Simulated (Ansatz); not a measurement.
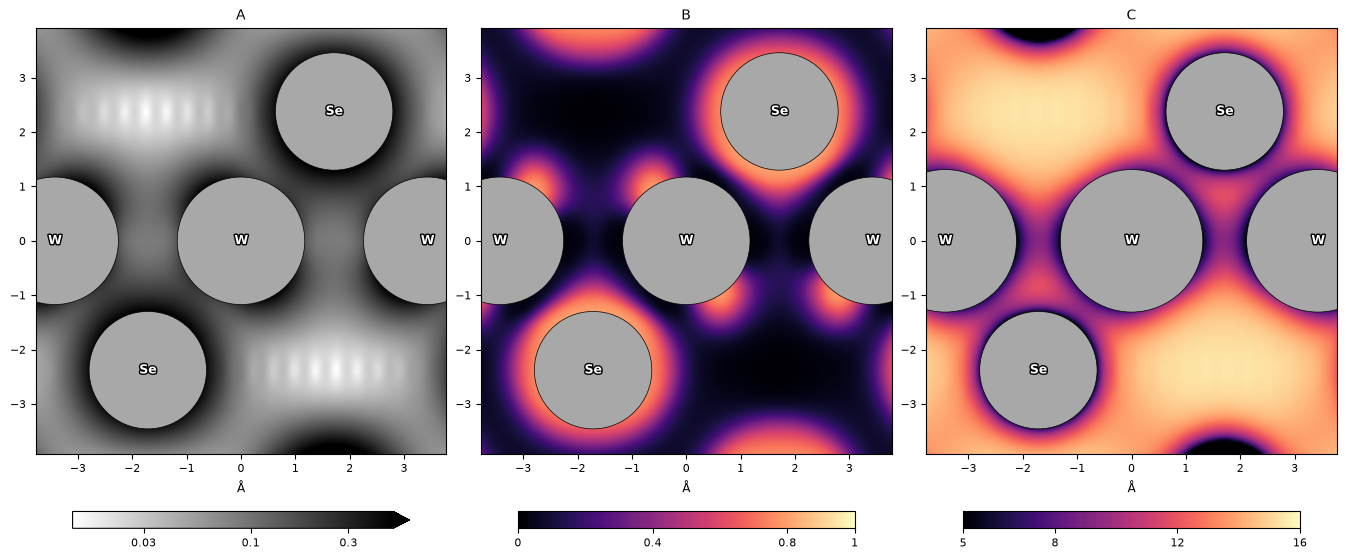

WSe: 3 fields on the (110) plane of the conventional cell, with unlabelled colour scales. Grey discs cover the atomic cores.

Space group P6₃/mmc; started from the nickel arsenide prototype, which need not be the ambient phase; computed pressure about −9 GPa in this cell; the SCF solution may not be the lowest one; Hubbard U of 6.2 eV on W d only.

The calculation used DFT PBE+U, scalar-relativistic, plane waves, PAW (Ansatz 0.2.0).

Q: Which field does each panel show? The fields are: electron localisation function, electrostatic potential energy of an electron and valence pseudo-density.

A: Panel A: valence pseudo-density. Panel B: electron localisation function. Panel C: electrostatic potential energy of an electron (low next to the atoms, rising into the space between them). From the grid: W–Se (2.93 Å): the density is about 0.23 e/Å³ at the midpoint, with its minimum of 0.2 e/Å³ about 1.3 Å from W; the ELF is about 0.35 at the midpoint.
